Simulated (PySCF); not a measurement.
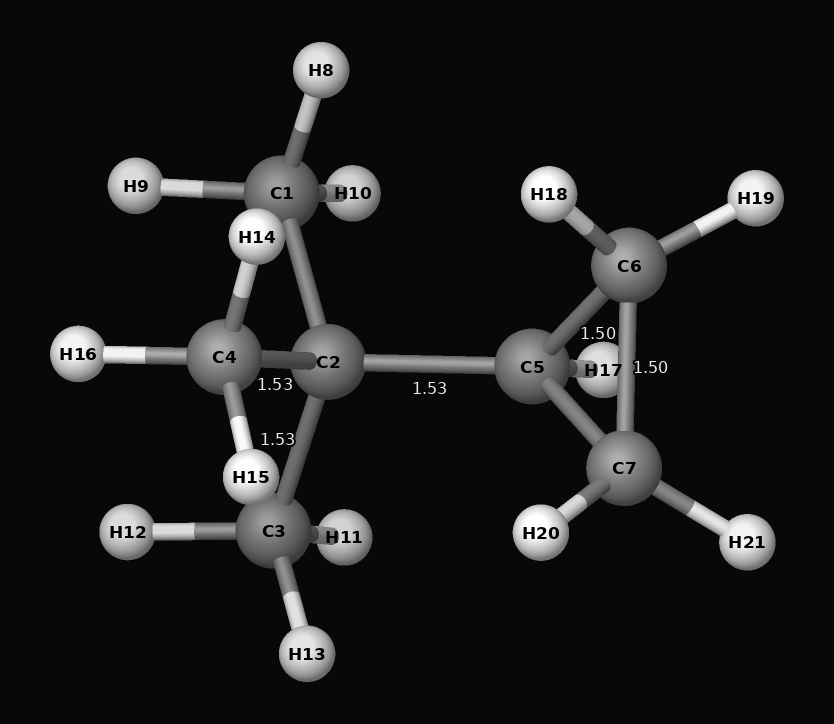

Bond lengths are marked in Å; every bond is drawn as one stick. The computed structure is the end point of a PBE0-D3(BJ)/def2-SVP optimisation. No frequency run is at hand to confirm it as a minimum.

Q: Which of the marked bonds are single, double, triple or aromatic?

A: C2–C3 single; C2–C4 single; C2–C5 single; C5–C6 single; C6–C7 single.

Q: Write the SMILES.

A: CC(C)(C)C1CC1
